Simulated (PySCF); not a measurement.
# SeSi (SiSe): the cost of one run

Programs: PySCF 2.14.0, with density-fitted response routines of our own. Each step states its level of theory. These are calculated values for one molecule in the gas phase, unless marked as measured. Atoms are numbered from 0 throughout.

## (1) The starting structure

2 atoms, charge 0, multiplicity 1; geometry from: GFN2-xTB.

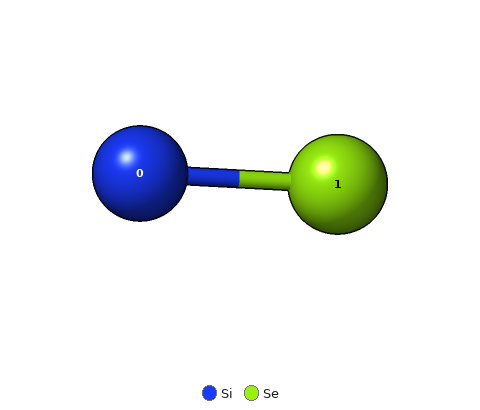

The starting geometry (silicon blue, selenium green), atoms numbered; sticks join atoms by distance.

## (2) Relaxing the molecule at PBE0-D3(BJ)/def2-SVP

The job: settings as JSON, then the geometry in Å.

```
{"job": {"xc": "PBE0", "basis": "def2-SVP", "d3": "d3bj", "grid": 1, "kind": "geom"}, "charge": 0, "multiplicity": 1}
Si     1.064880    -0.005560    -0.005950
Se    -1.059370     0.008100    -0.022350
```

Command:

```sh
> OMP_NUM_THREADS=1 python probes_run.py task.json out
```

The driver reads the jobs from task.json and runs them one after another.

Q: Estimate the wall time and peak memory of this first job on 1 thread of Arm Neoverse V2, shared host.

About 2.4 s, with a peak of 0.24 GiB.
